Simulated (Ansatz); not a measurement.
# CH$_{6}$ClGeN (SMILES [CH3][GeH]([NH2])[Cl]): what the fields show

Input file:

```
crystal:
  periodic: [false, false, false]
  atoms:
    - {symbol: C, position_ang: [-0.737010, 1.250482, -0.288553]}
    - {symbol: Ge, position_ang: [-0.061296, -0.560874, -0.348392]}
    - {symbol: N, position_ang: [1.507287, -0.659983, 0.573847]}
    - {symbol: Cl, position_ang: [-1.607669, -1.823162, 0.540475]}
    - {symbol: H, position_ang: [-0.899771, 1.547430, 0.748228]}
    - {symbol: H, position_ang: [-0.017523, 1.929536, -0.747941]}
    - {symbol: H, position_ang: [-1.685582, 1.311178, -0.821685]}
    - {symbol: H, position_ang: [0.178522, -1.143543, -1.746555]}
    - {symbol: H, position_ang: [1.948346, -1.569103, 0.564140]}
    - {symbol: H, position_ang: [1.457796, -0.333362, 1.529237]}
basis:
  gaussian: {orbitals: def2-TZVPP}
hamiltonian: {xc: pbe0, dispersion: d4}
output: {orbitals: {seedname: orbitals}}
```

Run with:

```sh
ansatz run in.yaml --threads 4 --pin off --events-out ev --progress --plain --max-ram 10444MiB
```

Geometry: PBE0-D4/def2-TZVP.

All numbers below come from RKS PBE0-D4/def2-TZVPP in Ansatz 0.2.0.

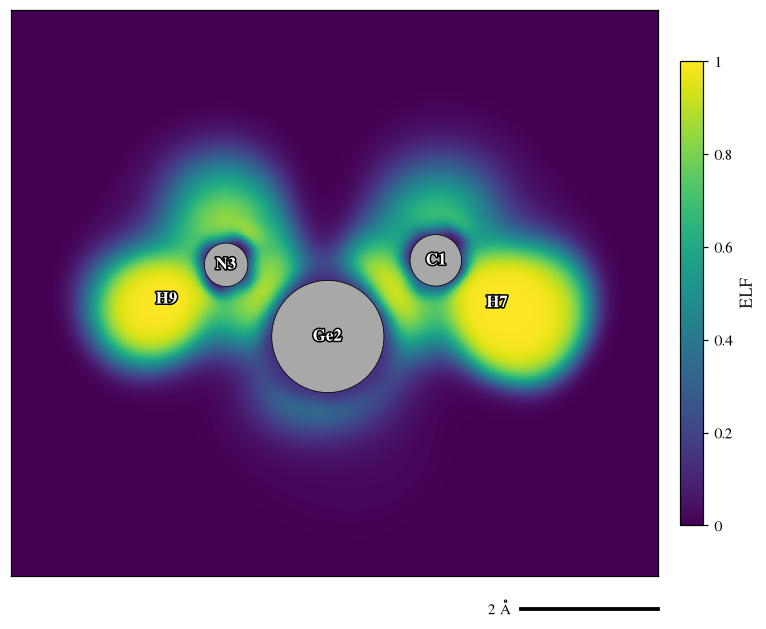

Figure 1. ELF on the plane of atoms C1, Ge2 and N3. Grey discs cover the atomic cores.

> What do the fields say about this system?

The plane passes through C, Ge, N and H nuclei. Ge–N (1.82 Å): the ELF peaks at about 0.85 in the valence shell of N, 0.7 Å from its nucleus, and is about 0.50 at the midpoint. C–Ge (1.93 Å): the ELF peaks at about 0.90 between the atoms: a shared electron pair. N–H (1.01 Å): the ELF climbs to about 1 towards the hydrogen, as it does in any bond to H (a covalent bond by its length). C–H (1.09 Å): the ELF climbs to about 1 towards the hydrogen: a covalent bond by its length.

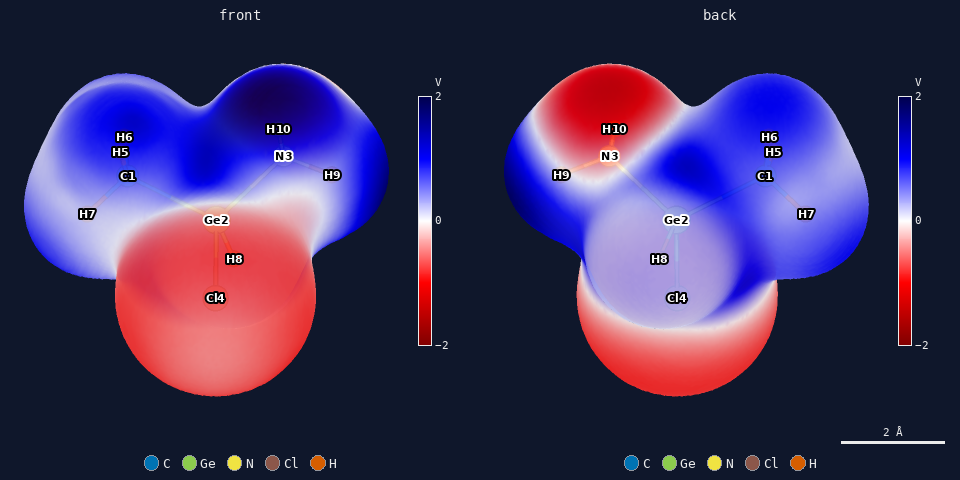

Figure 2. The molecular electrostatic potential painted on the density surface at 0.002 e/bohr³, seen from the front and from behind; red is negative and blue positive.

> Which sites attract a positive test charge, and which a negative one?

A positive charge is drawn to the negative regions and a negative charge to the positive ones. The most negative region (about −1.2 V) lies over N3, the most positive (about +1.8 V) over H9 and H10. N3 is the likeliest acceptor of a hydrogen bond.

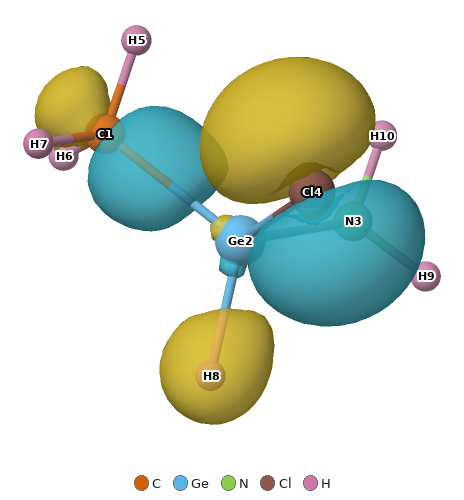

Figure 3. The HOMO−1 at ±0.15 Å⁻³ᐟ² (yellow and cyan are the two phases), seen at an oblique angle.

> What is the character of this orbital?

By Hirshfeld shares it lies mainly on Cl4 (about 70 %), Ge2 (about 10 %), C1 (about 10 %) and H8 (about 5 %); largely a lone pair of Cl4. Its energy is −8.38 eV.
